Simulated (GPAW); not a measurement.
# Na/Pd(110) in an electric field

How does Na/Pd(110) screen a perpendicular field?

Method: GPAW, PAW setups; slab in vacuum, relaxation, in the first sound run; inputs show where later runs differ, in GPAW 26.7.0.

## Step 1: The starting structure

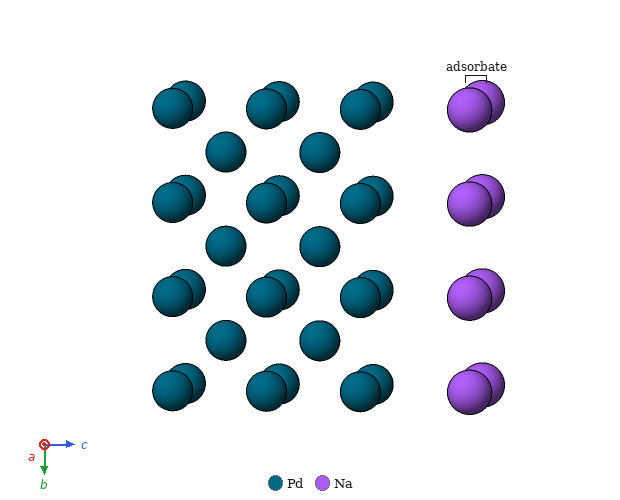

Start, viewed from the side, with the c axis across the page; palladium blue, sodium purple. 1×3×1 cells are drawn. Some periodic images of atoms are drawn too.

The cell holds 6 atoms: 5 Pd and 1 Na. Cell: a = 3.890 Å, b = 2.751 Å, c = 26.704 Å, α = 90.0°, β = 90.0°, γ = 90.0°. Vacuum lies along c.

Structure file:

```
Pd Na
1.0
     3.89000    0.00000    0.00000
     0.00000    2.75065    0.00000
     0.00000    0.00000   26.70379
Pd Na
5 1
Cartesian
  0.0000 0.0000 9.0000
  1.9450 1.3753 10.3753
  0.0000 0.0000 11.7506
  1.9450 1.3753 13.1260
  0.0000 0.0000 14.5013
  0.0000 0.0000 17.7038
```

## Step 2: Relaxation

Forces are removed first; all later runs use this geometry. The lowest 3 atoms are held at bulk positions and keep their forces.

run.py

```python
import json
import numpy as np
from ase import Atoms
from ase.constraints import FixAtoms
from ase.optimize import BFGS
from gpaw import GPAW, PW

slab = Atoms(
    ['Pd', 'Pd', 'Pd', 'Pd', 'Pd', 'Na'],
    positions=[
        [0.00000, 0.00000, 9.00000],
        [1.94500, 1.37532, 10.37532],
        [0.00000, 0.00000, 11.75065],
        [1.94500, 1.37532, 13.12597],
        [0.00000, 0.00000, 14.50129],
        [0.00000, 0.00000, 17.70379]],
    cell=[[3.89, 0.0, 0.0], [0.0, 2.75065, 0.0], [0.0, 0.0, 26.70379]],
    pbc=[True, True, False])

slab.calc = GPAW(mode=PW(400), xc='PBE', kpts={'size': (8, 11, 1), 'gamma': True},
                 occupations={'name': 'fermi-dirac', 'width': 0.1}, nbands='160%',
                 convergence={'density': 1e-05}, maxiter=200,
                 poissonsolver={'dipolelayer': 'xy'},
                 symmetry={'tolerance': 1e-3, 'extra_ids': [1, 1, 1, 0, 0, 0]}, txt='slab.txt')
result = {}
slab.set_constraint(FixAtoms([0, 1, 2]))
path = []
opt = BFGS(slab, maxstep=0.2)
opt.attach(lambda: path.append((slab.get_potential_energy(), slab.positions.tolist(), slab.get_forces().tolist())))
result['relaxed'] = bool(opt.run(fmax=0.03, steps=40))
result['path'] = path
energy = slab.get_potential_energy()
fermi = slab.calc.get_fermi_level()
v = slab.calc.get_electrostatic_potential().mean((0, 1)) - fermi
n = slab.calc.get_pseudo_density().mean((0, 1))
L = slab.cell[2, 2]
z = np.arange(len(v)) * L / len(v)
low, high = slab.positions[:, 2].min(), slab.positions[:, 2].max()
below, above = np.interp([low - 6.8, high + 6.8], z, v)
slopes = [np.interp(x, z, np.gradient(v, z)) for x in (low - 6.8, high + 6.8)]
eps = np.array([[slab.calc.get_eigenvalues(k, s) for k in range(len(slab.calc.get_ibz_k_points()))]
                for s in range(slab.calc.get_number_of_spins())]) - fermi
top, bottom = eps[eps < 0].max(), eps[eps > 0].min()
dipole = slab.get_dipole_moment()[2]
print(f'energy {energy:.4f} eV, Fermi level {fermi:.4f} eV, dipole {dipole:.5f} e A')
print(f'potential 6.8 A off the faces, from the Fermi level: lower {below:.4f} eV, upper {above:.4f} eV')
print(f'slope of the potential there: lower {slopes[0]:.5f}, upper {slopes[1]:.5f} eV/A')
print(f'nearest levels on the mesh: {top:.4f} and {bottom:.4f} eV')
print('magnetic moment', round(slab.get_magnetic_moment(), 3))
result.update(energy=energy, fermi=fermi, dipole=dipole, below=below, above=above, slopes=slopes, edges=[top, bottom],
              z=z.tolist(), v=v.tolist(), n=n.tolist(), positions=slab.positions.tolist(),
              forces=slab.get_forces(apply_constraint=False).tolist(), moments=slab.get_magnetic_moments().tolist())
json.dump(result, open('result.json', 'w'))
```

Started as:

```
$ OMP_NUM_THREADS=1 OPENBLAS_NUM_THREADS=1 python run.py
```

What it wrote:

```text
Step          Energy          fmax
BFGS:    0      -18.521988        0.718797
BFGS:    1      -18.532668        0.653881
BFGS:    2      -18.626083        0.361975
BFGS:    3      -18.633841        0.335391
BFGS:    4      -18.640404        0.341288
BFGS:    5      -18.648560        0.336821
BFGS:    6      -18.658363        0.224943
BFGS:    7      -18.665771        0.282569
BFGS:    8      -18.668328        0.278323
BFGS:    9      -18.671212        0.256966
BFGS:   10      -18.679967        0.219529
BFGS:   11      -18.690600        0.230005
BFGS:   12      -18.698931        0.115992
BFGS:   13      -18.700309        0.022660
energy -18.5358 eV, Fermi level 0.0335 eV, dipole 0.10170 e A
potential 6.8 A off the faces, from the Fermi level: lower 4.7657 eV, upper 3.0462 eV
slope of the potential there: lower 0.00002, upper 0.00017 eV/A
nearest levels on the mesh: -0.0092 and 0.0033 eV
magnetic moment 0.0
```

The job ended after 79 min (1 thread of Arm Neoverse V2, shared host; peak memory 0.41 GiB).

The steps of the relaxation:

```csv
step,energy less that of the first step (eV),largest force (eV/Å)
1,0.0000,0.7188
2,-0.0108,0.6539
3,-0.1062,0.3620
4,-0.1144,0.3354
5,-0.1215,0.3413
6,-0.1303,0.3368
7,-0.1408,0.2249
8,-0.1486,0.2826
9,-0.1511,0.2783
10,-0.1540,0.2570
11,-0.1630,0.2195
12,-0.1744,0.2300
13,-0.1839,0.1160
14,-0.1855,0.0227
```

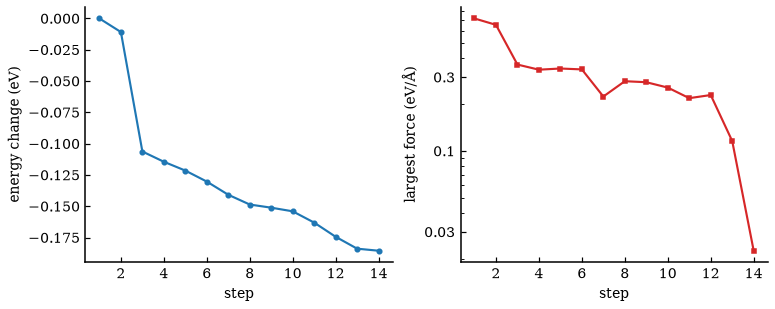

Energy and largest force along the relaxation.

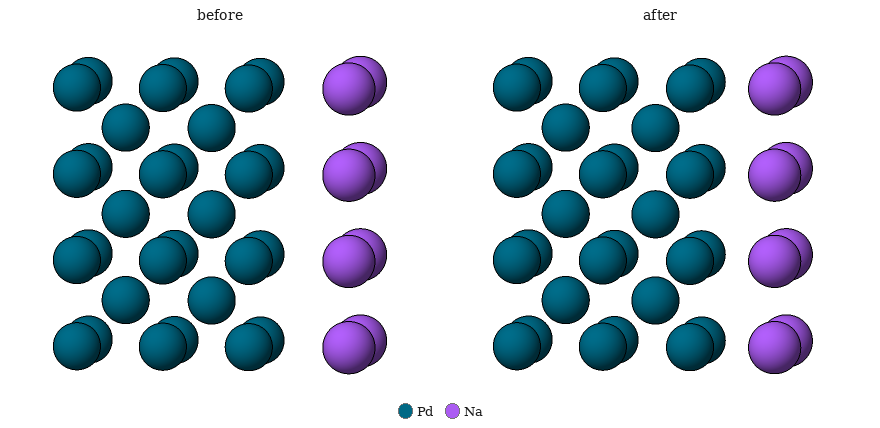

The structure before and after the relaxation, drawn at the same scale.

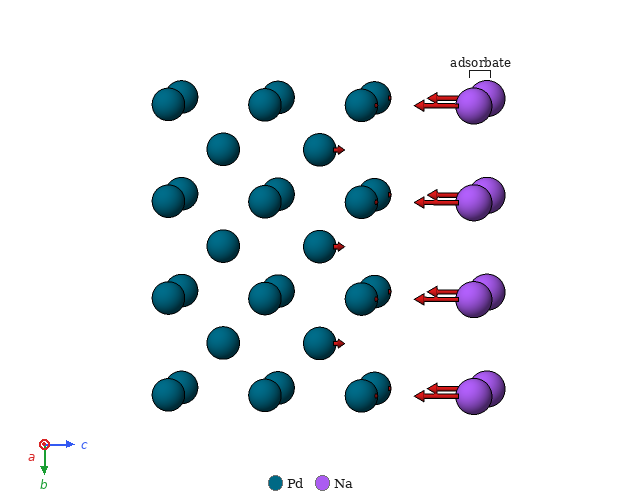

Displacements in the relaxation, exaggerated; the longest in the cell stands for 0.46 Å. 1×3×1 cells are drawn. Some periodic images of atoms are drawn too.

The atoms that moved most (Å):

```csv
atom,dx,dy,dz,length
Na6,0.000,0.000,-0.456,0.456
Pd4,0.000,0.000,0.121,0.121
Pd5,0.000,0.000,0.038,0.038
```

Final coordinates:

```
Pd Na
1.0
     3.89000    0.00000    0.00000
     0.00000    2.75065    0.00000
     0.00000    0.00000   26.70379
Pd Na
5 1
Direct
  0.00000 0.00000 0.33703
  0.50000 0.50000 0.38853
  0.00000 0.00000 0.44004
  0.50000 0.50000 0.49608
  0.00000 0.00000 0.54448
  0.00000 0.00000 0.64591
```

Numbers from this step:

```
dipole along the normal                    : 0.1017 e·Å
levels nearest the Fermi level on the mesh : -0.009221, 0.003257 eV from the Fermi level
upper work function                        : 3.046 eV
lower work function                        : 4.766 eV
```

The electrostatic potential energy of an electron (without an applied field's), less the Fermi level, planar mean oscillates, so the rows of the table below give means over windows of 2.5 Å about each position, cut where the curve ends. Its maxima inside the range that stand out by 2 % of the span (Å: eV): 3.7: 4.77, 9.7: -5.55, 11.1: -5.92, 12.5: -4.11, 13.9: -6.95, 15.8: 3.00. Its minima: 9.0: -12.5, 10.4: -13.2, 11.7: -13.1, 13.2: -13.3, 14.5: -12.8, 17.3: -4.66.

Electrostatic potential energy of an electron (without an applied field's), less the Fermi level, planar mean against z; means over each step:

```csv
z (Å),"electrostatic potential energy of an electron (without an applied field's), less the Fermi level, planar mean (eV)"
0.0,4.64
2.5,4.77
5.0,4.76
7.5,2.30
10.0,-9.27
12.5,-9.38
15.0,-4.10
17.5,-1.23
20.0,2.76
22.5,3.04
25.0,3.05
```

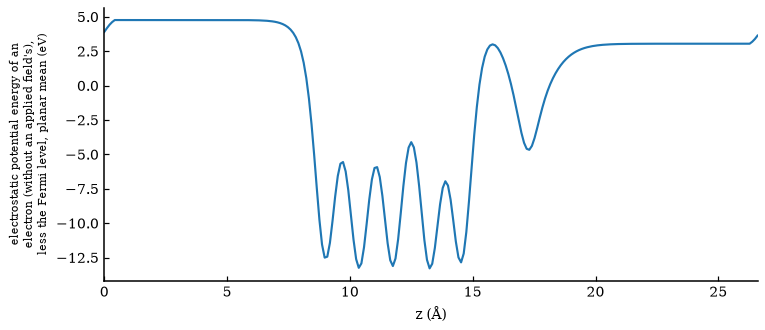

Electrostatic potential energy of an electron (without an applied field's), less the Fermi level, planar mean against z.

The pseudo valence density, planar mean oscillates, so the rows of the table below give means over windows of 2 Å about each position, cut where the curve ends. Its maxima inside the range that stand out by 2 % of the span (Å: e/Å³): 9.0: 1.72, 10.5: 1.69, 11.7: 1.76, 13.2: 1.77, 14.5: 1.74, 17.3: 0.790. Its minima: 9.6: 0.575, 11.1: 0.558, 12.6: 0.491, 13.9: 0.628, 16.2: 0.0481.

The pseudo valence density, planar mean by z; means over each step:

```csv
z (Å),"pseudo valence density, planar mean (e/Å³)"
4,6.3e-6
6,0.00112
8,0.377
10,1.10
12,0.958
14,1.20
16,0.186
18,0.239
20,0.00361
22,1.1e-4
```

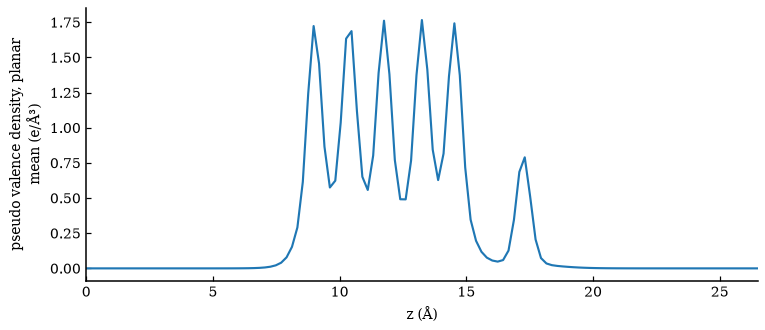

Pseudo valence density, planar mean against z.

The relaxation lowered the energy of the cell by 0.185 eV (energies extrapolated to zero smearing; the optimiser's log prints free energies). The largest force left on a free atom is 0.023 eV/Å.

## Step 3: The slab's potential

The work function is the vacuum plateau of the electrostatic potential less the Fermi level; a dipole layer lets the two faces have plateaus of their own.

This step: GPAW, PAW setups; slab in vacuum (GPAW 26.7.0).

Changes to run.py since step 2:

```diff
@@ -3,4 +3,2 @@
 from ase import Atoms
-from ase.constraints import FixAtoms
-from ase.optimize import BFGS
 from gpaw import GPAW, PW
@@ -13,5 +11,5 @@
         [0.00000, 0.00000, 11.75065],
-        [1.94500, 1.37532, 13.12597],
-        [0.00000, 0.00000, 14.50129],
-        [0.00000, 0.00000, 17.70379]],
+        [1.94500, 1.37532, 13.24730],
+        [0.00000, -0.00000, 14.53970],
+        [0.00000, 0.00000, 17.24822]],
     cell=[[3.89, 0.0, 0.0], [0.0, 2.75065, 0.0], [0.0, 0.0, 26.70379]],
@@ -23,10 +21,4 @@
                  poissonsolver={'dipolelayer': 'xy'},
-                 symmetry={'tolerance': 1e-3, 'extra_ids': [1, 1, 1, 0, 0, 0]}, txt='slab.txt')
+                 symmetry={'tolerance': 1e-3}, txt='slab.txt')
 result = {}
-slab.set_constraint(FixAtoms([0, 1, 2]))
-path = []
-opt = BFGS(slab, maxstep=0.2)
-opt.attach(lambda: path.append((slab.get_potential_energy(), slab.positions.tolist(), slab.get_forces().tolist())))
-result['relaxed'] = bool(opt.run(fmax=0.03, steps=40))
-result['path'] = path
 energy = slab.get_potential_energy()
```

What it wrote:

```text
energy -18.5358 eV, Fermi level 0.0333 eV, dipole 0.10172 e A
potential 6.8 A off the faces, from the Fermi level: lower 4.7662 eV, upper 3.0463 eV
slope of the potential there: lower -0.00003, upper 0.00016 eV/A
nearest levels on the mesh: -0.0092 and 0.0033 eV
magnetic moment 0.0
```

The job ended after 9.7 min (1 thread; peak memory 0.4 GiB).

Numbers from this step:

```
levels nearest the Fermi level on the mesh : -0.009230, 0.003250 eV from the Fermi level
```

The electrostatic potential energy of an electron (without an applied field's), less the Fermi level, planar mean oscillates, so the rows of the table below give means over windows of 2.5 Å about each position, cut where the curve ends. Its maxima inside the range that stand out by 2 % of the span (Å: eV): 2.9: 4.77, 9.7: -5.55, 11.1: -5.92, 12.5: -4.11, 13.9: -6.95, 15.8: 3.00. Its minima: 9.0: -12.5, 10.4: -13.2, 11.7: -13.1, 13.2: -13.3, 14.5: -12.8, 17.3: -4.66.

The electrostatic potential energy of an electron (without an applied field's), less the Fermi level, planar mean by z; means over each step:

```csv
z (Å),"electrostatic potential energy of an electron (without an applied field's), less the Fermi level, planar mean (eV)"
0.0,4.64
2.5,4.77
5.0,4.76
7.5,2.30
10.0,-9.27
12.5,-9.38
15.0,-4.10
17.5,-1.23
20.0,2.76
22.5,3.04
25.0,3.05
```

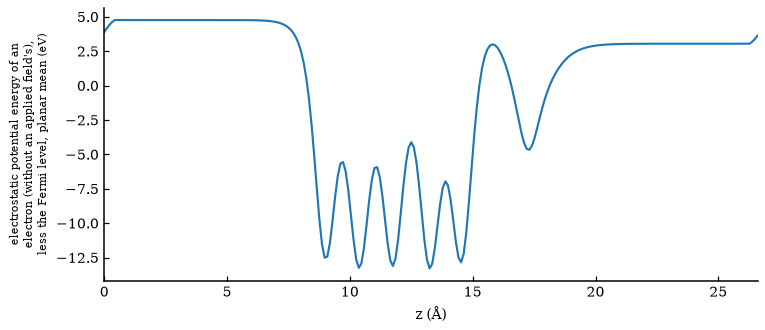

Electrostatic potential energy of an electron (without an applied field's), less the Fermi level, planar mean against z.

The pseudo valence density, planar mean oscillates, so the rows of the table below give means over windows of 2 Å about each position, cut where the curve ends. Its maxima inside the range that stand out by 2 % of the span (Å: e/Å³): 9.0: 1.72, 10.5: 1.69, 11.7: 1.76, 13.2: 1.77, 14.5: 1.74, 17.3: 0.790. Its minima: 9.6: 0.575, 11.1: 0.558, 12.6: 0.491, 13.9: 0.628, 16.2: 0.0481.

Table of pseudo valence density, planar mean by z; means over each step:

```csv
z (Å),"pseudo valence density, planar mean (e/Å³)"
4,6.4e-6
6,0.00112
8,0.377
10,1.10
12,0.958
14,1.20
16,0.186
18,0.239
20,0.00361
22,1.1e-4
```

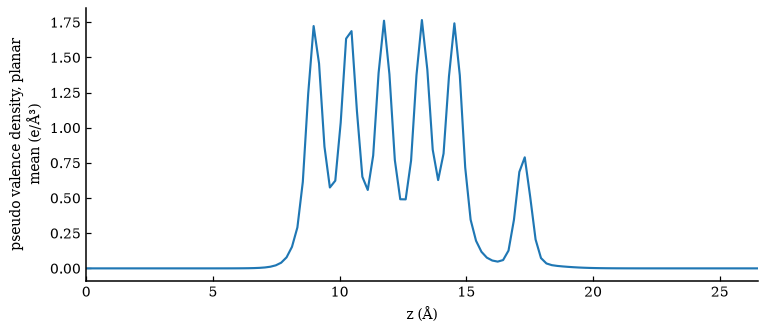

Pseudo valence density, planar mean, plotted against z.

Force by atom:

```csv
atom,x (eV/Å),y (eV/Å),z (eV/Å),size
Pd1,0.000,0.000,0.102,0.102
Pd2,0.000,0.000,-0.356,0.356
Pd3,0.000,0.000,0.222,0.222
Pd4,0.000,0.000,0.021,0.021
Pd5,0.000,0.000,0.004,0.004
Na6,0.000,0.000,0.002,0.002
```

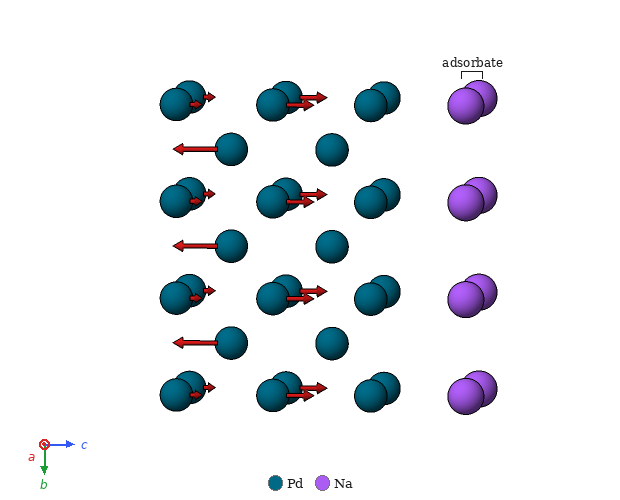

Force as arrows, the longest 0.356 eV/Å. 1×3×1 cells are drawn. Some periodic images of atoms are drawn too.

The potential is flat to 1.6e-4 eV/Å where it is read, so the vacuum is wide enough.

## Step 4: In a field

A uniform field along the normal polarises the slab; the atoms stay fixed, so this is the electronic response alone.

Changes to run.py since step 3:

```diff
@@ -4,2 +4,3 @@
 from gpaw import GPAW, PW
+from gpaw.external import ConstantElectricField
 
@@ -21,2 +22,3 @@
                  poissonsolver={'dipolelayer': 'xy'},
+                 external=ConstantElectricField(-0.2, [0, 0, 1]),
                  symmetry={'tolerance': 1e-3}, txt='slab.txt')
```

What it wrote:

```text
energy -18.5292 eV, Fermi level -0.0037 eV, dipole -0.04165 e A
potential 6.8 A off the faces, from the Fermi level: lower 3.6208 eV, upper 4.3246 eV
slope of the potential there: lower 0.00002, upper 0.00040 eV/A
nearest levels on the mesh: -0.0091 and 0.0033 eV
magnetic moment 0.0
```

The job ended after 11 min (1 thread; peak memory 0.55 GiB).

Numbers from this step:

```
dipole along the normal                                         : -0.04165 e·Å
levels nearest the Fermi level on the mesh                      : -0.009128, 0.003326 eV from the Fermi level
potential below the slab, the applied field's own ramp left out : 3.621 eV from the Fermi level
potential above the slab, the applied field's own ramp left out : 4.325 eV from the Fermi level
```

The electrostatic potential energy of an electron (without an applied field's), less the Fermi level, planar mean oscillates, so the rows of the table below give means over windows of 1.39 Å about each position, cut where the curve ends. Its maxima inside the range that stand out by 2 % of the span (Å: eV): 9.7: -6.28, 11.1: -6.37, 12.5: -4.28, 13.9: -6.84, 15.8: 3.49. Its minima: 9.0: -13.4, 10.4: -13.8, 11.7: -13.4, 13.2: -13.3, 14.5: -12.6, 17.3: -3.87.

Electrostatic potential energy of an electron (without an applied field's), less the Fermi level, planar mean against z; means over each step:

```csv
z (Å),"electrostatic potential energy of an electron (without an applied field's), less the Fermi level, planar mean (eV)"
0.69,3.67
2.08,3.62
3.48,3.62
4.87,3.62
6.26,3.59
7.65,2.21
9.04,-9.07
10.43,-9.96
11.82,-9.30
13.21,-9.31
14.60,-7.96
15.99,2.36
17.38,-2.06
18.77,2.74
20.16,4.15
21.55,4.31
22.94,4.32
24.33,4.32
25.72,4.32
```

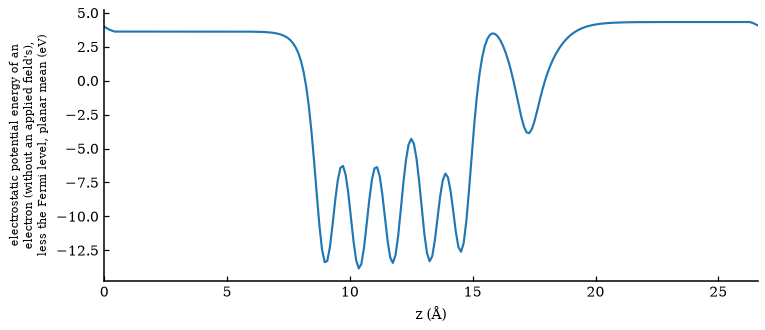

Electrostatic potential energy of an electron (without an applied field's), less the Fermi level, planar mean against z.

Force by atom:

```csv
atom,x (eV/Å),y (eV/Å),z (eV/Å),size
Pd1,0.000,0.000,0.103,0.103
Pd2,0.000,0.000,-0.352,0.352
Pd3,0.000,0.000,0.214,0.214
Pd4,0.000,0.000,0.020,0.020
Pd5,0.000,0.000,0.003,0.003
Na6,0.000,0.000,0.006,0.006
```

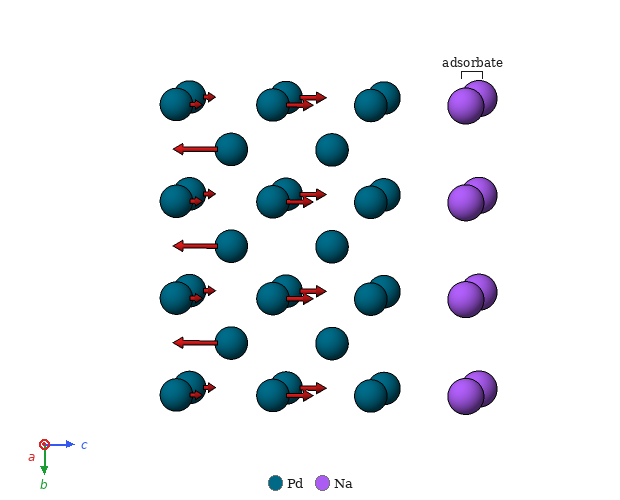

Force as arrows, the longest 0.352 eV/Å. 1×3×1 cells are drawn. Some periodic images of atoms are drawn too.

The dipole is now -0.0417 e Å, against 0.10 in the run without a field.

[end of part 1 of 2]

[Logs are printed without paths, hosts, clocks, repeated set-up lines and the standing remarks that a program may print on its own settings, such as how far it seeks lower states.]

[Hosts, paths, dates, database ids (printed as entryN), source tags and the programs' standing remarks are cut or masked in the printed files.]
